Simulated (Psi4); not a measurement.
ZnHBr: geometry relaxation (part 1 of 3)

ZnHBr, computed with wB97X-D/def2-SVP, RKS (Psi4 1.11).

The geometry comes from this level: PBE0-D4/def2-TZVP.

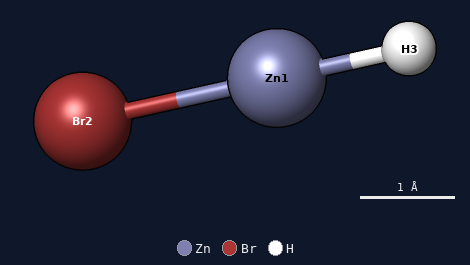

**Figure 1.** The starting structure (ball-and-stick view, seen at a tilt; atoms are numbered from 1 in the order of the input). Sticks mark near contacts.

### Summary

```json
{"quantity": "outcome", "value": "converged"}
{"quantity": "total energy", "value": "−4353.738792 hartree"}
{"quantity": "dispersion energy", "value": "−0.000221 hartree"}
{"quantity": "basis functions", "value": "68"}
{"quantity": "HOMO", "value": "−9.98 eV"}
{"quantity": "LUMO", "value": "1.37 eV"}
{"quantity": "dipole moment", "value": "1.80 D"}
{"quantity": "hardware", "value": "1 thread of Intel Xeon (Granite Rapids), 64 GiB of memory available, shared host"}
{"quantity": "wall time", "value": "9.3 s"}
{"quantity": "peak memory", "value": "0.4 GiB"}
```

### Input (calc.in)
```
memory 1.6 GB

molecule mol {
  0 1
  Zn    -0.36622892    -0.21032652    -0.22336563
  Br     3.00353070     1.37931110     1.79240523
  H     -2.65789979    -1.29124986    -1.59398399
  units bohr
  symmetry c1
}

set basis def2-SVP
set reference rks
set geom_maxiter 60

e, wfn = opt('wb97x-d', return_wfn=True)
```

Run as:
```bash
psi4 calc.in calc.out -n 1
```

### Output
```
Psi4 1.11 release

  Memory set to   1.490 GiB by Python driver.

gradient() will perform analytic gradient computation.

   => Loading Basis Set <=

    Name: DEF2-SVP
    Role: ORBITAL
    Keyword: BASIS

   => WB97X-D: Empirical Dispersion <=

    Chai and Head-Gordon Dispersion Correction

        s6 =       1.000000

         ---------------------------------------------------------
                                   SCF
                              RKS Reference
                        1 Threads,   1525 MiB Core
         ---------------------------------------------------------

  ==> Geometry <==

    Molecular point group: c1
    Full point group: C1

    Geometry (in Bohr), charge = 0, multiplicity = 1:

       Center              X                  Y                   Z               Mass
    ------------   -----------------  -----------------  -----------------  -----------------
         ZN          -0.000000892027    -0.000001315569    -2.303788129365    63.929142010000
         BR          -0.000000892027    -0.000001315569     1.932431862506    78.918337600000
         H            0.000126434505     0.000186466658    -5.184542419591     1.007825032230

  Running in c1 symmetry.

  Rotational constants: A = 1218918651.21582  B =      0.09106  C =      0.09106 [cm^-1]
  Rotational constants: A = 36542261855003.38281  B =   2729.93101  C =   2729.93101 [MHz]
  Nuclear repulsion =  263.194241021003791

  Charge       = 0
  Multiplicity = 1
  Electrons    = 66
  Nalpha       = 33
  Nbeta        = 33

  ==> Algorithm <==

  SCF Algorithm Type is DF.
  DIIS enabled.
  MOM disabled.
  Fractional occupation disabled.
  Guess Type is SAD.
  Energy threshold   = 1.00e-08
  Density threshold  = 1.00e-08
  Integral threshold = 1.00e-12

  ==> Primary Basis <==

  Basis Set: DEF2-SVP
    Blend: DEF2-SVP
    Number of shells: 26
    Number of basis functions: 68
    Number of Cartesian functions: 76
    Spherical Harmonics?: true
    Max angular momentum: 3

  ==> DFT Potential <==

   => LibXC <=

    Version 7.1.2

   => Composite Functional: WB97X-D <=

    wB97X-D Hyb-GGA Exchange-Correlation Functional

    Deriv               =              1
    GGA                 =           TRUE
    Meta                =          FALSE

    Exchange Hybrid     =           TRUE
    MP2 Hybrid          =          FALSE

   => Exchange-Correlation Functionals <=

    1.0000   wB97X-D range-separated functional

   => Exact (HF) Exchange <=

    0.7780            HF,LR [omega = 0.2000]
    0.2220               HF

   => LibXC Density Thresholds  <==

    XC_HYB_GGA_XC_WB97X_D:  1.00E-14

   => Molecular Quadrature <=

    Radial Scheme          =       TREUTLER
    Pruning Scheme         =           NONE
    Nuclear Scheme         =       TREUTLER

    Blocking Scheme        =         OCTREE
    BS radius alpha        =              1
    Pruning alpha          =              1
    Radial Points          =             75
    Spherical Points       =            302
    Total Points           =          65032
    Total Blocks           =            571
    Max Points             =            249
    Max Functions          =             67
    Weights Tolerance      =       1.00E-15

   => Loading Basis Set <=

    Name: (DEF2-SVP AUX)
    Role: JKFIT
    Keyword: DF_BASIS_SCF

  ==> Integral Setup <==

  DFHelper Memory: AOs need 0.057 GiB; user supplied 1.034 GiB.
  SCF_SUBTYPE=INCORE selected. In-core MEM_DF algorithm will be used.
  Using in-core AOs.

  ==> MemDFJK: Density-Fitted J/K Matrices <==

    J tasked:                   Yes
    K tasked:                   Yes
    wK tasked:                  Yes
    Omega:                2.000E-01
    Memory [MiB]:              1058
    Algorithm:                 Core
    Schwarz Cutoff:           1E-12
    Mask sparsity (%):       6.1851
    Fitting Condition:        1E-10

   => Auxiliary Basis Set <=

  Basis Set: (DEF2-SVP AUX)
    Blend: DEF2-UNIVERSAL-JKFIT
    Number of shells: 124
    Number of basis functions: 548
    Number of Cartesian functions: 768
    Spherical Harmonics?: true
    Max angular momentum: 6

  Cached 100.0% of DFT collocation blocks in 0.084 [GiB].

  Minimum eigenvalue in the overlap matrix is 3.8174569060E-02.
  Reciprocal condition number of the overlap matrix is 1.1901925249E-02.
    Using symmetric orthogonalization.

  ==> Pre-Iterations <==

  SCF Guess: Superposition of Atomic Densities via on-the-fly atomic UHF (no occupation information).

   -------------------------
    Irrep   Nso     Nmo
   -------------------------
     A         68      68
   -------------------------
    Total      68      68
   -------------------------

  ==> Iterations <==

                           Total Energy        Delta E     RMS |[F,P]|

   @DF-RKS iter SAD: -4348.83000335304860   -4.34883e+03   0.00000e+00
   @DF-RKS iter   1: -4351.81616786020732   -2.98616e+00   3.67717e-02 DIIS/ADIIS
   @DF-RKS iter   2: -4328.21374306615689    2.36024e+01   7.94048e-02 DIIS/ADIIS
   @DF-RKS iter   3: -4353.51338420106185   -2.52996e+01   1.61888e-02 DIIS/ADIIS
   @DF-RKS iter   4: -4353.73060572719260   -2.17222e-01   2.56132e-03 DIIS/ADIIS
   @DF-RKS iter   5: -4353.73658103724119   -5.97531e-03   1.37641e-03 DIIS/ADIIS
   @DF-RKS iter   6: -4353.73875814944586   -2.17711e-03   1.20430e-04 DIIS/ADIIS
   @DF-RKS iter   7: -4353.73878762120694   -2.94718e-05   1.60569e-05 DIIS
   @DF-RKS iter   8: -4353.73878828609759   -6.64891e-07   6.05295e-06 DIIS
   @DF-RKS iter   9: -4353.73878838203382   -9.59362e-08   2.06300e-06 DIIS
   @DF-RKS iter  10: -4353.73878838887049   -6.83667e-09   1.79206e-07 DIIS
   @DF-RKS iter  11: -4353.73878838898963   -1.19144e-10   4.00987e-08 DIIS
   @DF-RKS iter  12: -4353.73878838899600   -6.36646e-12   7.99482e-09 DIIS
  Energy and wave function converged.

  ==> Post-Iterations <==

   Electrons on quadrature grid:
      Ntotal   =   65.9999993756 ; deviation = -6.244e-07

    Orbital Energies [Eh]
    ---------------------

    Doubly Occupied:

       1A   -483.034373     2A   -347.556548     3A    -62.616830
       4A    -56.423054     5A    -56.421383     6A    -56.421383
       7A    -42.429150     8A    -37.400733     9A    -37.400733
      10A    -37.399453    11A     -8.785310    12A     -6.606616
      13A     -6.599829    14A     -6.599829    15A     -4.973089
      16A     -3.358401    17A     -3.358401    18A     -3.356387
      19A     -2.711229    20A     -2.709227    21A     -2.709227
      22A     -2.703882    23A     -2.703852    24A     -0.843031
      25A     -0.632505    26A     -0.623149    27A     -0.623149
      28A     -0.622516    29A     -0.622509    30A     -0.449033
      31A     -0.395166    32A     -0.366552    33A     -0.366552

    Virtual:

      34A      0.049984    35A      0.093819    36A      0.093819
      37A      0.134301    38A      0.328648    39A      0.441971
      40A      0.618753    41A      0.618753    42A      0.629114
      43A      0.629120    44A      0.629125    45A      0.690668
      46A      0.727451    47A      0.727451    48A      1.023745
      49A      1.293463    50A      1.293463    51A      1.376302
      52A      1.376306    53A      1.607846    54A      1.754848
      55A      1.754848    56A      2.296535    57A      3.540002
      58A      3.540026    59A      3.573846    60A      3.573846
      61A      3.822084    62A      6.580304    63A      6.580304
      64A      6.582979    65A      6.583019    66A      6.588172
      67A      6.588172    68A      6.637518

    Final Occupation by Irrep:
              A
    DOCC [    33 ]
    NA   [    33 ]
    NB   [    33 ]

  @DF-RKS Final Energy: -4353.73878838899600

   => Energetics <=

    Nuclear Repulsion Energy =            263.1942410210037906
    One-Electron Energy =               -6590.4494298012459694
    Two-Electron Energy =                2095.4048936748995402
    DFT Exchange-Correlation Energy =    -121.8882723240014911
    Empirical Dispersion Energy =          -0.0002209596520961
    VV10 Nonlocal Energy =                  0.0000000000000000
    Total Energy =                      -4353.7387883889959994

Computation Completed

Properties will be evaluated at   0.000000,   0.000000,   0.000000 [a0]

Properties computed using the SCF density matrix

 Multipole Moments:

 ------------------------------------------------------------------------------------
     Multipole            Electronic (a.u.)      Nuclear  (a.u.)        Total (a.u.)
 ------------------------------------------------------------------------------------

 L = 1.  Multiply by 2.5417464519 to convert [e a0] to [Debye]
 Dipole X            :         -0.0001052            0.0000685           -0.0000367
 Dipole Y            :         -0.0001551            0.0001010           -0.0000542
 Dipole Z            :          5.9454782           -6.6630711           -0.7175929
 Magnitude           :                                                    0.7175929

 ------------------------------------------------------------------------------------

	total time  =          3 seconds =       0.05 minutes

         ------------------------------------------------------------
                                   SCF GRAD
         ------------------------------------------------------------

  ==> Geometry <==

    Molecular point group: c1
    Full point group: C1

    Geometry (in Bohr), charge = 0, multiplicity = 1:

       Center              X                  Y                   Z               Mass
    ------------   -----------------  -----------------  -----------------  -----------------
         ZN          -0.000000892027    -0.000001315569    -2.303788129365    63.929142010000
         BR          -0.000000892027    -0.000001315569     1.932431862506    78.918337600000
         H            0.000126434505     0.000186466658    -5.184542419591     1.007825032230

  Nuclear repulsion =  263.194241021003791

  ==> Basis Set <==

  Basis Set: DEF2-SVP
    Blend: DEF2-SVP
    Number of shells: 26
    Number of basis functions: 68
    Number of Cartesian functions: 76
    Spherical Harmonics?: true
    Max angular momentum: 3

  ==> DFJKGrad: Density-Fitted SCF Gradients <==

    Gradient:                    1
    J tasked:                  Yes
    K tasked:                  Yes
    wK tasked:                 Yes
    Omega:               2.000E-01
    Integrals threads:           1
    Memory [MiB]:             1144
    Schwarz Cutoff:          1E-12
    Fitting Condition:       1E-10

   => Auxiliary Basis Set <=

  Basis Set: (DEF2-SVP AUX)
    Blend: DEF2-UNIVERSAL-JKFIT
    Number of shells: 124
    Number of basis functions: 548
    Number of Cartesian functions: 768
    Spherical Harmonics?: true
    Max angular momentum: 6

  ==> DFT Potential <==

   => LibXC <=

    Version 7.1.2

   => Composite Functional: WB97X-D <=

    wB97X-D Hyb-GGA Exchange-Correlation Functional

    Deriv               =              1
    GGA                 =           TRUE
    Meta                =          FALSE

    Exchange Hybrid     =           TRUE
    MP2 Hybrid          =          FALSE

   => Exchange-Correlation Functionals <=

    1.0000   wB97X-D range-separated functional

   => Exact (HF) Exchange <=

    0.7780            HF,LR [omega = 0.2000]
    0.2220               HF

   => LibXC Density Thresholds  <==

    XC_HYB_GGA_XC_WB97X_D:  1.00E-14

   => Molecular Quadrature <=

    Radial Scheme          =       TREUTLER
    Pruning Scheme         =           NONE
    Nuclear Scheme         =       TREUTLER

    Blocking Scheme        =         OCTREE
    BS radius alpha        =              1
    Pruning alpha          =              1
    Radial Points          =             75
    Spherical Points       =            302
    Total Points           =          65032
    Total Blocks           =            571
    Max Points             =            249
    Max Functions          =             67
    Weights Tolerance      =       1.00E-15

  -Total Gradient:
     Atom            X                  Y                   Z
    ------   -----------------  -----------------  -----------------
       1       -0.000001457072    -0.000002148901    -0.001714787038
       2        0.000000559455     0.000000825088     0.000920353455
       3        0.000000801785     0.000001182480     0.000233968629

	total time  =          1 seconds =       0.02 minutes

    			-----------------------------------------

    			 OPTKING 3.0: for geometry optimizations

    			        with contributions from

    			-----------------------------------------

	                            ===> Fragment 1 <==

	 Z (Atomic Numbers)          Masses                          Geom
	      30.000000            63.929142         -0.00000089 -0.00000132 -2.30378813
	      35.000000            78.918338         -0.00000089 -0.00000132  1.93243186
	       1.000000             1.007825          0.00012643  0.00018647 -5.18454242

	 - Coordinate -           - BOHR/RAD -       - ANG/DEG -
	 R(1,2)           =         4.236220           2.241711
	 R(1,3)           =         2.880754           1.524430
	 L(2,1,3)         =         3.141514         179.995488
	 l(2,1,3)         =         3.141593         180.000000

	        --- Internal Coordinate Step in ANG or DEG, aJ/ANG or AJ/DEG ---
	-------------------------------------------------------------------------------
	           Coordinate      Previous         Force          Change          New
	           ----------      --------        ------          ------        ------
	               R(1,2)       2.24171       -0.00912       -0.00344       2.23827
	               R(1,3)       1.52443        0.00347        0.00141       1.52584
	             L(2,1,3)     179.99549        0.00000        0.00158     179.99707
	             l(2,1,3)     180.00000       -0.00000       -0.00000     180.00000
	-------------------------------------------------------------------------------

	                                 ==> Convergence Check <==

	Measures of convergence in internal coordinates in au.

	Criteria marked as inactive (o), active & met (*), and active & unmet ( ).
```
